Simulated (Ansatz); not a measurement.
# Cutoff, mesh or smearing: what limits a work function? K(111), Ca(110), Y(0001), Nb(110), Ag(100) and Au(111)

One slab of each metal is run with one setting changed at a time. Which setting moves the work function most, and which can be cut?

How it was computed: Ansatz 0.2.0, plane waves with PAW datasets (its set soft_2), PBE; unrelaxed symmetric slabs of 7 layers (11 for bcc (111)), 18 Å of vacuum. The reference has 420 eV, the mesh listed and Fermi-Dirac smearing of 0.1 eV; the other columns give the change in eV.

What came out:

| face | mesh | reference (eV) | 300 eV | 600 eV | mesh × 1/3 | mesh × 2/3 | mesh × 3/2 | Gaussian 0.05 | cold 0.1 | Methfessel-Paxton 0.2 | Fermi-Dirac 0.3 |
| --- | --- | --- | --- | --- | --- | --- | --- | --- | --- | --- | --- |
| K(111) | 7×7 | 2.206 | 0.000 | 0.000 | −0.023 | +0.009 | −0.001 | −0.023 | −0.030 | −0.040 | +0.214 |
| Ca(110) | 8×10 | 2.800 | +0.001 | 0.000 | +0.023 | +0.001 | 0.000 | −0.033 | −0.032 | −0.025 | +0.164 |
| Y(0001) | 13×13 | 3.370 | 0.000 | 0.000 | +0.032 | −0.002 | 0.000 | −0.139 | −0.139 | −0.112 | +0.224 |
| Nb(110) | 15×15 | 4.542 | +0.001 | 0.000 | −0.005 | −0.004 | +0.001 | +0.027 | +0.020 | +0.020 | −0.062 |
| Ag(100) | 14×14 | 4.296 | +0.003 | 0.000 | −0.032 | 0.000 | −0.006 | +0.006 | −0.012 | −0.003 | +0.045 |
| Au(111) | 16×16 | 5.164 | +0.002 | 0.000 | +0.250 | +0.014 | −0.020 | +0.031 | +0.013 | +0.001 | +0.022 |

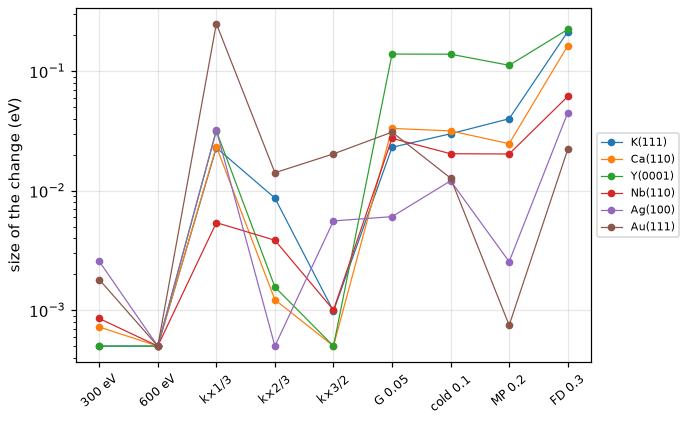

Size of the change against the reference; values under 0.0005 eV are drawn at that line.

**Reading.** The largest change of a row comes from the hot smearing on 5 faces, from the coarsest mesh on 1 and from another setting on 0. Runs at 200 eV and on a still coarser mesh, made as deliberately poor settings, are not listed. 600 eV moves no value by more than 0.001 eV, and 300 eV none by more than 0.003 eV. A mesh with a third of the points along each axis is off by up to 0.25 eV (Au(111)) and two thirds by up to 0.014 eV; three halves still move Au(111) by 0.020 eV, so the reference mesh is not converged beyond that. The three narrow or corrected schemes, nearer to zero temperature, lie −0.13 to +0.02 eV from the reference on average: on Y(0001) they agree with each other, so the reference's own smearing of 0.1 eV is an error there, larger than that of cutoff or of the two finer meshes. Fermi-Dirac smearing of 0.3 eV, an electron temperature near 3,500 K, moves Y(0001) by 0.22 eV.

What the numbers leave out: Where those three schemes disagree, their widths or the mesh may be the cause; they were not run on a finer mesh. One setting changes at a time, and errors need not add; the faces are unrelaxed and unreconstructed. The table is a selection: not every member that was run is listed.
